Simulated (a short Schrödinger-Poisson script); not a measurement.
System: symmetric double-gate stack, SiO2 on p-type Ge(100), at 300 K.

| layer | material | thickness (nm) | Na (cm⁻³) |
|---|---|---|---|
| 1 | SiO2 | 1.3 | - |
| 2 | Ge | 14 | 8e15 |
| 3 | SiO2 | 1.3 | - |

Constants are typed, rounded textbook-type inputs, not results; the design itself was drawn at random and stands for no fabricated device. SiO2: permittivity 3.9, conduction-band edge (eV) 3.1, gap (eV) 9, electron mass (mₑ) 0.5. Ge: permittivity 16, conduction-band edge (eV) 0, gap (eV) 0.664, Nv at 300 K (cm⁻³) 6e18.

Channel valleys (confinement mass, in-plane density-of-states mass, number): L4 0.12, 0.295, 4. At the gates, both at one voltage, the conduction-band edge of layer 1 lies 3.13 eV − eVg above the Fermi level of the channel. Gaps are held at their typed values at every temperature. Mesh 0.03 nm at interfaces.

Solved with a short Schrödinger-Poisson script written for these runs: 1D Poisson equation in equilibrium, electrons quantum, Hartree (BenDaniel-Duke, 12 states a valley, the channel's in-plane mass for all, wave functions free to enter the dielectric), parabolic valleys, classical holes, full ionisation, no traps, pinning or gate leakage.

Only gate voltages with over 1e8 electrons/cm² are shown.

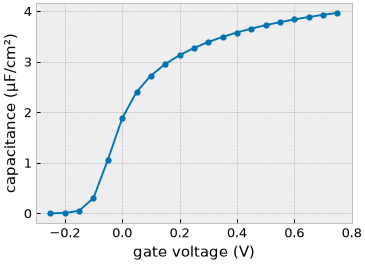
Figure. Quasi-static capacitance against gate voltage

```csv
Vg (V),electrons (cm⁻²),C (μF/cm²),L4 E0 (meV),L4 E1 (meV)
-0.25,1.80e8,< 0.003,293.9,334.2
-0.2,1.25e9,0.00785,244.0,284.2
-0.15,8.49e9,0.0528,194.4,234.5
-0.1,5.38e10,0.306,146.7,186.6
-0.05,2.53e11,1.06,106.7,145.7
0,7.16e11,1.88,79.9,116.8
0.05,1.39e12,2.40,62.9,97.0
0.1,2.19e12,2.73,51.4,82.4
0.15,3.08e12,2.96,42.9,70.9
0.2,4.03e12,3.13,36.2,61.5
0.25,5.03e12,3.27,30.7,53.5
0.3,6.07e12,3.39,26.0,46.6
0.35,7.14e12,3.49,21.9,40.5
0.4,8.25e12,3.58,18.3,35.1
0.45,9.38e12,3.66,14.9,30.2
0.5,1.05e13,3.72,11.9,25.8
0.55,1.17e13,3.78,9.0,21.7
0.6,1.29e13,3.84,6.4,17.9
0.65,1.41e13,3.89,3.8,14.3
0.7,1.53e13,3.93,1.4,11.0
0.75,1.65e13,3.97,-1.0,7.9
```

Subbands count from the Fermi level. The capacitance is that of both gates.

Only the L valleys are kept; under strong confinement the Δ valleys of Ge fill too.
